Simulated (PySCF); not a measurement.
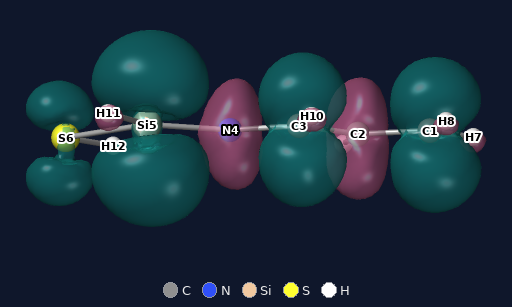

Figure. C₃H₆NSSi (doublet). Isosurfaces of the spin density at +0.015 (teal) and −0.015 e/Å³ (pink), seen from one side.

Geometry: GFN2-xTB.

Method: UKS B3LYP, pcH-1 on C H N S Si, non-relativistic, mean-field spin-orbit, GIAO (PySCF).

```yaml
atoms:
  - { symbol: C, position_ang: [-2.7696, 0.1237, -0.0687] }
  - { symbol: C, position_ang: [-1.4646, 0.4249, -0.2534] }
  - { symbol: C, position_ang: [-0.4036, -0.4137, 0.1232] }
  - { symbol: N, position_ang: [0.8547, -0.0411, -0.0949] }
  - { symbol: Si, position_ang: [2.3536, -0.6361, 0.1530] }
  - { symbol: S, position_ang: [3.8422, 0.7135, -0.5689] }
  - { symbol: H, position_ang: [-3.5524, 0.7938, -0.3734] }
  - { symbol: H, position_ang: [-3.0702, -0.8025, 0.3904] }
  - { symbol: H, position_ang: [-1.1915, 1.3634, -0.7166] }
  - { symbol: H, position_ang: [-0.6371, -1.3655, 0.5916] }
  - { symbol: H, position_ang: [3.0528, -1.7822, 0.6956] }
  - { symbol: H, position_ang: [2.9869, 1.6212, -1.0069] }
```

Which atoms carry the spin?

The unpaired spin (1 electron) lies mostly on Si5 (about 0.4), C3 (about 0.3), C1 (about 0.3) and S6 (about 0.1), in electrons by Hirshfeld's partition.
